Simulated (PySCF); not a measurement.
# GeS (SMILES [S+]#[Ge-]): PBE0/STO-6G

What is the vertical ionisation energy of GeS at PBE0/STO-6G? Input form: a Python script.

The results are computed with PySCF 2.14.0.

12 further runs of the same task are left out: 5 that didn't finish, 7 set aside as unsound or not needed.

### Step 1. The system as given

The species is GeS (2 atoms), meant as a singlet with charge 0. SMILES: `[S+]#[Ge-]`. Geometry: the measured bond length.

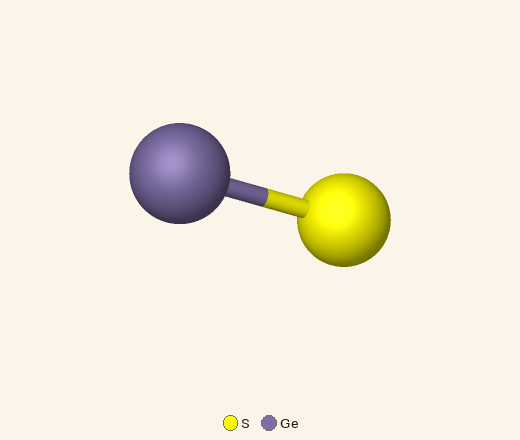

Viewed from a chosen angle; sulfur yellow, germanium purple.

### Step 2. The energy at PBE0/STO-6G

job.py reads:

```python
# germanium sulfide (GeS)
from pyscf import gto, dft

mol = gto.Mole()
mol.atom = [
    ('S', (0.000000, 0.000000, 0.000000)),
    ('Ge', (0.000000, 0.000000, 2.012086)),
]
mol.charge = 0
mol.verbose = 3
mol.max_memory = 1860
mol.basis = 'sto-6g'
mol.build()

myscf = dft.RKS(mol, xc='pbe0')
myscf.grids.level = 5
myscf.conv_tol = 1e-10
myscf.kernel()
if not myscf.converged:
    myscf = myscf.newton().run(myscf.mo_coeff, myscf.mo_occ)

e_tot = myscf.e_tot
print(f'total energy: {e_tot:.8f} hartree')
```

Run with:

```console
$ OMP_NUM_THREADS=1 python job.py
```

Log:

```text
converged SCF energy = -2462.04134707518
total energy: -2462.04134708 hartree
```

Run time: 4.2 s. Hardware: 1 thread of Arm Neoverse V1, shared host; peak memory 0.21 GiB.

### Step 3. The doublet cation at the same level

calc.py reads:

```python
from pyscf import gto, dft

mol = gto.M(
    atom='''
S    0.000000   0.000000   0.000000
Ge   0.000000   0.000000   2.012086
''',
    basis='sto-6g',
    verbose=3,
    charge=1,
    spin=1,
    max_memory=1860,
)

mf = dft.UKS(mol, xc='pbe0')
mf.grids.level = 5
mf.conv_tol = 1e-10
mf.kernel()
if not mf.converged:
    mf = mf.newton().run(mf.mo_coeff, mf.mo_occ)

e_final = mf.e_tot
print('Final energy', e_final)
```

Run with:

```console
$ OMP_NUM_THREADS=1 python calc.py
```

Log:

```text
WARN: HOMO -0.460656945251674 >= LUMO -0.460656945251667

WARN: HOMO -0.282255442149254 >= LUMO -0.282004568722547

converged SCF energy = -2461.76456006588  <S^2> = 0.76286798  2S+1 = 2.0128269
Final energy -2461.7645600658784
```

Wall time 5.7 s (1 thread of Arm Neoverse V1, shared host); peak memory 0.2 GiB.

### Step 4. What came out

At PBE0/STO-6G:

| quantity | value |
| --- | --- |
| singlet GeS: total energy | -2462.04135 Eh |
| singlet GeS: dipole moment | 0.29 D |
| singlet GeS: HOMO energy | -3.41 eV |
| singlet GeS: LUMO energy | 1.61 eV |
| singlet GeS: HOMO–LUMO gap | 5.02 eV |
| doublet cation: total energy | -2461.76456 Eh |
| doublet cation: HOMO energy (highest over α and β) | -12.61 eV |
| doublet cation: LUMO energy (lowest over α and β) | -10.69 eV |
| doublet cation: ⟨S²⟩ | 0.763 |
| vertical ionisation energy (to the doublet cation) | 7.532 eV |

Removing an electron at fixed nuclei costs 7.53 eV (727 kJ/mol). The negative HOMO energy of the first species, 3.41 eV, lies 4.12 eV below that difference. In a minimal basis such a difference can be off by several eV, whatever the method.
